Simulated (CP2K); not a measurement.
# GFN1-xTB run of GaCl3 (gallium trichloride (monomer))

What is the vertical ionisation energy of GaCl3 (gallium trichloride (monomer)) at GFN1-xTB? 

The results are computed with CP2K 2026.2.

## (1) The molecule

GaCl3: 4 atoms, total charge 0, spin state singlet. SMILES: `[Cl][Ga]([Cl])[Cl]`. Geometry: relaxed at PBE0-D4/def2-TZVP.

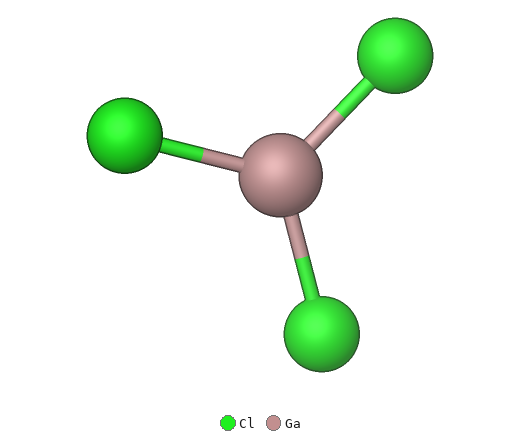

The structure, seen from a chosen angle (chlorine green, gallium pink).

## (2) The energy at GFN1-xTB

mol.inp

```
&GLOBAL
  PROJECT_NAME mol
  RUN_TYPE ENERGY
  PRINT_LEVEL MEDIUM
&END GLOBAL

&FORCE_EVAL
  METHOD QS
  &DFT
    CHARGE 0
    MULTIPLICITY 1
    &QS
      METHOD XTB
      EPS_DEFAULT 1.0E-10
      &XTB
        GFN_TYPE TBLITE
        &TBLITE
          METHOD GFN1
        &END TBLITE
        CHECK_ATOMIC_CHARGES F
      &END XTB
    &END QS
    # no periodic images
    &POISSON
      PERIODIC NONE
      POISSON_SOLVER ANALYTIC
    &END POISSON
    # SCF settings
    &SCF
      SCF_GUESS ATOMIC
      EPS_SCF 1.0E-06
      MAX_SCF 150
      ADDED_MOS 8
      &DIAGONALIZATION
        ALGORITHM STANDARD
      &END DIAGONALIZATION
      &MIXING
        METHOD DIRECT_P_MIXING
        ALPHA 0.4
      &END MIXING
    &END SCF
    # extra output
    &PRINT
      &MOMENTS
        PERIODIC F
        REFERENCE COM
        MAX_MOMENT 1
      &END MOMENTS
      &MO ON
        ENERGIES T
        OCCUPATION_NUMBERS T
        NDIGITS 6
        &EACH
          QS_SCF 0
        &END EACH
        ADD_LAST NUMERIC
      &END MO
      &HIRSHFELD OFF
      &END HIRSHFELD
    &END PRINT
  &END DFT
  # structure
  &SUBSYS
    # vacuum box
    &CELL
      ABC [angstrom] 13.6 15.6 15.1
      PERIODIC NONE
    &END CELL
    &COORD
      Cl     0.866700     0.371400     1.887500
      Ga     0.013800    -0.015100    -0.005100
      Cl    -0.090300    -1.995000    -0.731600
      Cl    -0.734700     1.578300    -1.171100
    &END COORD
    &TOPOLOGY
      &CENTER_COORDINATES
      &END CENTER_COORDINATES
    &END TOPOLOGY
  &END SUBSYS
&END FORCE_EVAL
```

The run is started by

```sh
OMP_NUM_THREADS=1 cp2k.psmp mol.inp > mol.out
```

The log of the run, cut to the lines that bear on the results:

```text
CP2K| version string:                                       CP2K version 2026.2
[...]
 GLOBAL| Method name                                                        CP2K
[...]
 GLOBAL| Run type                                                         ENERGY
[...]
                             - Atoms:                                          4
[...]
                             - Spherical basis functions:                     36
[...]
 Number of electrons:                                                         24
[...]
  *** SCF run converged in     9 steps ***
[...]
  Fermi energy:                                                -0.28833440762231
[...]
 TB_DIPOLE| Moment [Debye]         -0.00027964      -0.00006641      -0.00024307
 TB_DIPOLE| Derivative [a.u.]       0.00000000       0.00000000       0.00000000
[...]
 ENERGY| Total FORCE_EVAL ( QS ) energy [hartree]            -14.270067772801536
[...]
```

It took 0.22 s on 1 thread of Arm Neoverse V2, shared host.

## (3) The doublet cation at the same level

job.inp

```
&GLOBAL
  PROJECT job
  RUN_TYPE ENERGY
  PRINT_LEVEL MEDIUM
&END GLOBAL

&FORCE_EVAL
  METHOD QUICKSTEP
  &DFT
    CHARGE 1
    MULTIPLICITY 2
    UNRESTRICTED_KOHN_SHAM T
    &QS
      METHOD XTB
      EPS_DEFAULT 1.0E-10
      &XTB
        GFN_TYPE TBLITE
        &TBLITE
          METHOD GFN1
        &END TBLITE
        CHECK_ATOMIC_CHARGES F
      &END XTB
    &END QS
    &POISSON
      PERIODIC NONE
      POISSON_SOLVER ANALYTIC
    &END POISSON
    &SCF
      SCF_GUESS ATOMIC
      EPS_SCF 1.0E-06
      MAX_SCF 150
      ADDED_MOS 8
      &DIAGONALIZATION
        ALGORITHM STANDARD
      &END DIAGONALIZATION
      &MIXING
        METHOD DIRECT_P_MIXING
        ALPHA 0.4
      &END MIXING
      &SMEAR ON
        METHOD FERMI_DIRAC
        ELECTRONIC_TEMPERATURE [K] 300
        FIXED_MAGNETIC_MOMENT 1.0
      &END SMEAR
    &END SCF
    &PRINT
      &MOMENTS
        PERIODIC F
        REFERENCE COM
        MAX_MOMENT 1
      &END MOMENTS
      &MO ON
        ENERGIES T
        OCCUPATION_NUMBERS T
        NDIGITS 6
        &EACH
          QS_SCF 0
        &END EACH
        ADD_LAST NUMERIC
      &END MO
      &HIRSHFELD OFF
      &END HIRSHFELD
    &END PRINT
  &END DFT
  &SUBSYS
    &CELL
      ABC [angstrom] 13.6 15.6 15.1
      PERIODIC NONE
    &END CELL
    &COORD
      Cl     0.866700     0.371400     1.887500
      Ga     0.013800    -0.015100    -0.005100
      Cl    -0.090300    -1.995000    -0.731600
      Cl    -0.734700     1.578300    -1.171100
    &END COORD
    &TOPOLOGY
      &CENTER_COORDINATES
      &END CENTER_COORDINATES
    &END TOPOLOGY
  &END SUBSYS
&END FORCE_EVAL
```

The run is started by

```sh
OMP_NUM_THREADS=1 cp2k.psmp -i job.inp -o job.out
```

The log of the run, cut to the lines that bear on the results:

```text
CP2K| version string:                                       CP2K version 2026.2
[...]
 GLOBAL| Method name                                                        CP2K
[...]
 GLOBAL| Run type                                                         ENERGY
[...]
                             - Atoms:                                          4
[...]
                             - Spherical basis functions:                     36
[...]
 Number of electrons:                                                         12
[...]
  *** SCF run converged in    12 steps ***
[...]
  Fermi energy:                                                -0.56121515209142
[...]
 TB_DIPOLE| Moment [Debye]          0.00002910      -0.00001176       0.00014812
 TB_DIPOLE| Derivative [a.u.]       0.00000000       0.00000000       0.00000000
[...]
 ENERGY| Total FORCE_EVAL ( QS ) energy [hartree]            -13.712536081080628
[...]
```

Wall time 0.22 s (1 thread of Arm Neoverse V2, shared host).

## (4) Results

At GFN1-xTB:

```
                                                quantity         value
                             singlet GaCl3: total energy  -14.27007 Eh
singlet GaCl3: dipole moment (from atomic charges alone)        0.00 D
                              singlet GaCl3: HOMO energy     -12.87 eV
                              singlet GaCl3: LUMO energy      -6.95 eV
                            singlet GaCl3: HOMO–LUMO gap       5.92 eV
                        singlet GaCl3: dispersion energy  -4.66 kJ/mol
                            doublet cation: total energy  -13.71254 Eh
      doublet cation: HOMO energy (highest over α and β)     -17.65 eV
       doublet cation: LUMO energy (lowest over α and β)     -17.59 eV
                       doublet cation: dispersion energy  -4.66 kJ/mol
      vertical ionisation energy (to the doublet cation)     15.171 eV
```

Removing an electron at fixed nuclei costs 15.17 eV (1464 kJ/mol). No empirical shift is applied, and without it xTB methods put this difference several eV too high.
